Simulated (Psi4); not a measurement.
**Interaction calculation of BNO2F (charge +1) (part 2 of 2)**

BNO2F, charge +1; PBE/def2-TZVPPD, RKS, dispersion D2 (Psi4 1.11). 

Geometry of the input (Å):
```
N  0.0000  0.0000  -0.5316
O  0.0000  0.0000  0.5316
O  -2.8921  1.7852  -0.7859
B  -3.3468  0.7050  -1.0701
F  -3.8300  -0.4435  -1.3722
```

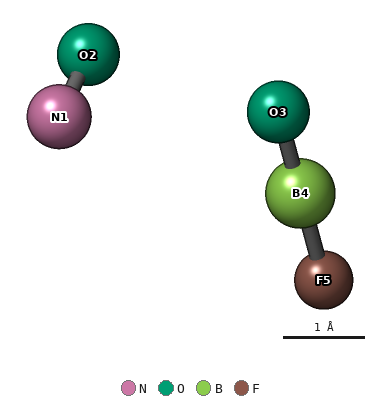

Fig. 1: The input geometry (ball-and-stick view, seen at a tilt; atoms are numbered from 1 in the order of the input).

The program's output, continued:
```
    -----------------------------------------------------------------------

    Memory:     1.5 GiB
    Threads:    1
                ecpint, einsums, f̶o̶r̶t̶e̶, gauxc, gcp, g̶d̶m̶a̶, geometric, g̶p̶u̶_̶d̶f̶c̶c̶,
                i̶n̶t̶e̶g̶r̶a̶t̶o̶r̶x̶x̶, i̶p̶i̶, libefp, m̶d̶i̶, m̶p̶2̶d̶, m̶r̶c̶c̶, ooo,
                o̶p̶e̶n̶f̶e̶r̶m̶i̶o̶n̶p̶s̶i̶4̶, pcmsolver, p̶s̶i̶4̶f̶o̶c̶k̶c̶i̶, p̶s̶i̶x̶a̶s̶,
                p̶y̶e̶i̶n̶s̶u̶m̶s̶, r̶e̶s̶p̶, s̶i̶m̶i̶n̶t̶, s̶n̶s̶m̶p̶2̶,
                v̶2̶r̶d̶m̶_̶c̶a̶s̶s̶c̶f̶

  ==> Geometry <==

    Molecular point group: c1
    Full point group: C1

    Geometry (in Bohr), charge = 1, multiplicity = 1:

       Center              X                  Y                   Z               Mass
    ------------   -----------------  -----------------  -----------------  -----------------
         N            0.000000000000     0.000000000000    -1.004597305555    14.003074004430
         O            0.000000000000     0.000000000000     1.004597305555    15.994914619570
      Gh(O)          -5.465276927437     3.373444592861    -1.485154659259    15.994914619570
      Gh(B)          -6.324440910376     1.332200226664    -2.022120337807    11.009305360000
      Gh(F)          -7.237745546810    -0.838093536641    -2.593138881137    18.998403162730

  Running in c1 symmetry.

  Rotational constants: A =      0.29491  B =      0.02750  C =      0.02573 [cm^-1]
  Rotational constants: A =   8841.28886  B =    824.45239  C =    771.25599 [MHz]
  Nuclear repulsion =   27.871864522414047

  Charge       = 1
  Multiplicity = 1
  Electrons    = 14
  Nalpha       = 7
  Nbeta        = 7

  ==> Iterations <==

                           Total Energy        Delta E     RMS |[F,P]|

   @DF-RKS iter SAD:  -129.68279229630414   -1.29683e+02   0.00000e+00
   @DF-RKS iter   1:  -129.46368013899146    2.19112e-01   6.66744e-04 DIIS/ADIIS
   @DF-RKS iter   2:  -129.46726394942286   -3.58381e-03   3.31038e-04 DIIS/ADIIS
   @DF-RKS iter   3:  -129.46351936212190    3.74459e-03   6.27318e-04 DIIS/ADIIS
   @DF-RKS iter   4:  -129.46838876959561   -4.86941e-03   4.60138e-05 DIIS
   @DF-RKS iter   5:  -129.46841850430445   -2.97347e-05   5.28294e-06 DIIS
   @DF-RKS iter   6:  -129.46841886384595   -3.59542e-07   6.05873e-07 DIIS
  Energy and wave function converged.

  ==> Post-Iterations <==

   Electrons on quadrature grid:
      Ntotal   =   13.9999999318 ; deviation = -6.822e-08

    Final Occupation by Irrep:
              A
    DOCC [     7 ]
    NA   [     7 ]
    NB   [     7 ]

  @DF-RKS Final Energy:  -129.46841886384595

   => Energetics <=

    Nuclear Repulsion Energy =             27.8718645224140467
    One-Electron Energy =                -225.2524246500990444
    Two-Electron Energy =                  82.7923162847124416
    DFT Exchange-Correlation Energy =     -14.8801741308679460
    Empirical Dispersion Energy =          -0.0000008900054411
    VV10 Nonlocal Energy =                  0.0000000000000000
    Total Energy =                       -129.4684188638459545

Computation Completed

Properties will be evaluated at   0.000000,   0.000000,   0.000000 [a0]

Properties computed using the SCF density matrix

 Multipole Moments:

 ------------------------------------------------------------------------------------
     Multipole            Electronic (a.u.)      Nuclear  (a.u.)        Total (a.u.)
 ------------------------------------------------------------------------------------

 L = 1.  Multiply by 2.5417464519 to convert [e a0] to [Debye]
 Dipole X            :          0.0001716            0.0000000            0.0001716
 Dipole Y            :         -0.0000419            0.0000000           -0.0000419
 Dipole Z            :         -1.0620552            1.0045973           -0.0574579
 Magnitude           :                                                    0.0574582

 ------------------------------------------------------------------------------------

	total time  =          5 seconds =       0.08 minutes

    Psi4 run time: 0:00:04.81

    -----------------------------------------------------------------------
                               Psi4 1.11 release

    h
    h
    h

    -----------------------------------------------------------------------

    Memory:     1.5 GiB
    Threads:    1
                ecpint, einsums, f̶o̶r̶t̶e̶, gauxc, gcp, g̶d̶m̶a̶, geometric, g̶p̶u̶_̶d̶f̶c̶c̶,
                i̶n̶t̶e̶g̶r̶a̶t̶o̶r̶x̶x̶, i̶p̶i̶, libefp, m̶d̶i̶, m̶p̶2̶d̶, m̶r̶c̶c̶, ooo,
                o̶p̶e̶n̶f̶e̶r̶m̶i̶o̶n̶p̶s̶i̶4̶, pcmsolver, p̶s̶i̶4̶f̶o̶c̶k̶c̶i̶, p̶s̶i̶x̶a̶s̶,
                p̶y̶e̶i̶n̶s̶u̶m̶s̶, r̶e̶s̶p̶, s̶i̶m̶i̶n̶t̶, s̶n̶s̶m̶p̶2̶,
                v̶2̶r̶d̶m̶_̶c̶a̶s̶s̶c̶f̶

  ==> Geometry <==

    Molecular point group: c1
    Full point group: C1

    Geometry (in Bohr), charge = 1, multiplicity = 1:

       Center              X                  Y                   Z               Mass
    ------------   -----------------  -----------------  -----------------  -----------------
         N            0.000000000000     0.000000000000    -1.004597305555    14.003074004430
         O            0.000000000000     0.000000000000     1.004597305555    15.994914619570
         O           -5.465276927437     3.373444592861    -1.485154659259    15.994914619570
         B           -6.324440910376     1.332200226664    -2.022120337807    11.009305360000
         F           -7.237745546810    -0.838093536641    -2.593138881137    18.998403162730

  Running in c1 symmetry.

  Rotational constants: A =      0.29491  B =      0.02750  C =      0.02573 [cm^-1]
  Rotational constants: A =   8841.28886  B =    824.45239  C =    771.25599 [MHz]
  Nuclear repulsion =  125.559794910167994

  Charge       = 1
  Multiplicity = 1
  Electrons    = 36
  Nalpha       = 18
  Nbeta        = 18

  ==> Iterations <==

                           Total Energy        Delta E     RMS |[F,P]|

   @DF-RKS iter SAD:  -329.02903814733719   -3.29029e+02   0.00000e+00
   @DF-RKS iter   1:  -329.06374756634818   -3.47094e-02   4.70188e-03 DIIS/ADIIS
   @DF-RKS iter   2:  -319.78222738237156    9.28152e+00   1.44950e-02 DIIS/ADIIS
   @DF-RKS iter   3:  -329.22922992402005   -9.44700e+00   2.95749e-03 DIIS/ADIIS
   @DF-RKS iter   4:  -329.31873389877842   -8.95040e-02   1.74182e-03 DIIS/ADIIS
   @DF-RKS iter   5:  -329.35279993491969   -3.40660e-02   9.24757e-04 DIIS/ADIIS
   @DF-RKS iter   6:  -324.38318103511750    4.96962e+00   1.24882e-02 DIIS/ADIIS
   @DF-RKS iter   7:  -328.66503709154154   -4.28186e+00   6.34699e-03 DIIS/ADIIS
   @DF-RKS iter   8:  -329.30160609485711   -6.36569e-01   1.62526e-03 DIIS/ADIIS
   @DF-RKS iter   9:  -329.36168219473086   -6.00761e-02   3.28353e-04 DIIS/ADIIS
   @DF-RKS iter  10:  -329.36316196049103   -1.47977e-03   1.55969e-04 DIIS/ADIIS
   @DF-RKS iter  11:  -329.36389416090816   -7.32200e-04   4.71664e-05 DIIS
   @DF-RKS iter  12:  -329.36394448234108   -5.03214e-05   2.29116e-05 DIIS
   @DF-RKS iter  13:  -329.36395974305583   -1.52607e-05   9.25766e-06 DIIS
   @DF-RKS iter  14:  -329.36396232964807   -2.58659e-06   2.78448e-06 DIIS
   @DF-RKS iter  15:  -329.36396257852243   -2.48874e-07   1.90646e-07 DIIS
  Energy and wave function converged.

  ==> Post-Iterations <==

   Electrons on quadrature grid:
      Ntotal   =   36.0000004653 ; deviation = 4.653e-07

    Orbital Energies [Eh]
    ---------------------

    Doubly Occupied:

       1A    -24.503603     2A    -19.315726     3A    -18.948865
       4A    -14.545911     5A     -6.777156     6A     -1.623689
       7A     -1.350966     8A     -1.100718     9A     -0.973957
      10A     -0.885792    11A     -0.883136    12A     -0.803247
      13A     -0.708557    14A     -0.630444    15A     -0.628146
      16A     -0.557694    17A     -0.505659    18A     -0.497935

    Virtual:

      19A     -0.488014    20A     -0.484567    21A     -0.222201
      22A     -0.164938    23A     -0.159872    24A     -0.156100
      25A     -0.124526    26A     -0.118398    27A     -0.093681
      28A     -0.068536    29A     -0.066817    30A     -0.051313
      31A     -0.043504    32A     -0.024250    33A     -0.020370
      34A     -0.014511    35A     -0.011134    36A      0.002662
      37A      0.016611    38A      0.038928    39A      0.051533
      40A      0.067035    41A      0.083313    42A      0.101458
      43A      0.104486    44A      0.108861    45A      0.116282
      46A      0.131510    47A      0.140362    48A      0.142131
      49A      0.156898    50A      0.160567    51A      0.165091
      52A      0.188028    53A      0.195331    54A      0.201445
      55A      0.217429    56A      0.226208    57A      0.237150
      58A      0.241456    59A      0.258590    60A      0.310449
      61A      0.322981    62A      0.331874    63A      0.344385
      64A      0.352443    65A      0.354435    66A      0.396161
      67A      0.405056    68A      0.413169    69A      0.427571
      70A      0.450731    71A      0.461305    72A      0.519279
      73A      0.520625    74A      0.533929    75A      0.560243
      76A      0.566535    77A      0.574123    78A      0.599389
      79A      0.617081    80A      0.638155    81A      0.640523
      82A      0.695983    83A      0.737241    84A      0.803685
      85A      0.835116    86A      0.847172    87A      0.854558
      88A      0.875419    89A      0.890886    90A      0.920513
      91A      0.938851    92A      0.946398    93A      0.963631
      94A      0.979033    95A      1.135061    96A      1.284170
      97A      1.318374    98A      1.328596    99A      1.339833
     100A      1.361528   101A      1.378827   102A      1.387419
     103A      1.470959   104A      1.494007   105A      1.563893
     106A      1.592985   107A      1.597715   108A      1.697347
     109A      1.701269   110A      1.707277   111A      1.745364
     112A      1.746738   113A      1.749901   114A      1.804454
     115A      1.845982   116A      1.852256   117A      1.878701
     118A      1.899239   119A      2.010709   120A      2.022861
     121A      2.173848   122A      2.179404   123A      2.199807
     124A      2.312278   125A      2.334343   126A      2.479004
     127A      2.513042   128A      2.556833   129A      2.672280
     130A      2.680776   131A      2.812434   132A      2.838529
     133A      2.913528   134A      2.949770   135A      3.230743
     136A      3.310496   137A      3.326682   138A      3.338339
     139A      3.340934   140A      3.496141   141A      3.577337
     142A      3.620060   143A      3.718918   144A      3.730025
     145A      3.863675   146A      4.053094   147A      4.078318
     148A      4.090411   149A      4.296615   150A      4.308091
     151A      4.323922   152A      4.577215   153A      4.577476
     154A      4.719104   155A      4.849519   156A      4.850329
     157A      5.008422   158A      5.112977   159A      5.116753
     160A      5.230316   161A      5.231240   162A      5.564520
     163A      5.578177   164A      5.796545   165A      5.802071
     166A      6.016412   167A      6.024012   168A      6.034530
     169A      6.130407   170A      6.147146   171A      6.495275
     172A      6.495336   173A      6.540662   174A      6.542284
     175A      6.596641   176A      6.606223   177A      6.656993
     178A      6.672204   179A      6.672481   180A      6.804376
     181A      6.879861   182A      6.882714   183A      6.931132
     184A      7.312174   185A      8.110864   186A      8.114879
     187A      8.517141   188A      8.531280   189A      8.759151
     190A     16.331865   191A     31.379843   192A     43.313645
     193A     43.564352   194A     57.257688

    Final Occupation by Irrep:
              A
    DOCC [    18 ]
    NA   [    18 ]
    NB   [    18 ]

  @DF-RKS Final Energy:  -329.36396257852243

   => Energetics <=

    Nuclear Repulsion Energy =            125.5597949101679944
    One-Electron Energy =                -692.3421887849597169
    Two-Electron Energy =                 275.2328637247192091
    DFT Exchange-Correlation Energy =     -37.8133818745667440
    Empirical Dispersion Energy =          -0.0010505538831378
    VV10 Nonlocal Energy =                  0.0000000000000000
    Total Energy =                       -329.3639625785224325

Computation Completed

Properties will be evaluated at   0.000000,   0.000000,   0.000000 [a0]

Properties computed using the SCF density matrix

 Multipole Moments:

 ------------------------------------------------------------------------------------
     Multipole            Electronic (a.u.)      Nuclear  (a.u.)        Total (a.u.)
 ------------------------------------------------------------------------------------

 L = 1.  Multiply by 2.5417464519 to convert [e a0] to [Debye]
 Dipole X            :        139.1146864         -140.4841299           -1.3694435
 Dipole Y            :        -26.4649022           26.1057160           -0.3591862
 Dipole Z            :         43.8013111          -44.3254916           -0.5241805
 Magnitude           :                                                    1.5096872

 ------------------------------------------------------------------------------------

	total time  =          8 seconds =       0.13 minutes

    Psi4 run time: 0:00:07.52

  //>>>>>>>>>>>>>>>>>>>>>>>>>>>>>>>>>>>//
  //          ManyBody Results         //
  //<<<<<<<<<<<<<<<<<<<<<<<<<<<<<<<<<<<//

   ==> N-Body: Counterpoise Corrected (CP) energies <==

              MC n-Body  Total Energy            Interaction Energy                          N-body Contribution to Interaction Energy
                         [Eh]                    [Eh]                  [kcal/mol]            [Eh]                  [kcal/mol]
              §A  1        N/A                   0.000000000000        0.000000000000        0.000000000000        0.000000000000
     FULL/RTN §A  2        N/A                  -0.011977601735       -7.516058562059       -0.011977601735       -7.516058562059

   MC Legend: §A: "(auto)"

    Psi4 run time: 0:00:20.28

[set-up sections that repeat, and orbital energies of the middle runs, are left out above]
```

Key numbers:

| quantity | value |
| --- | --- |
| outcome | converged |
| basis functions | 194 |
| wall time | 22 s |
| peak memory | 0.84 GiB |
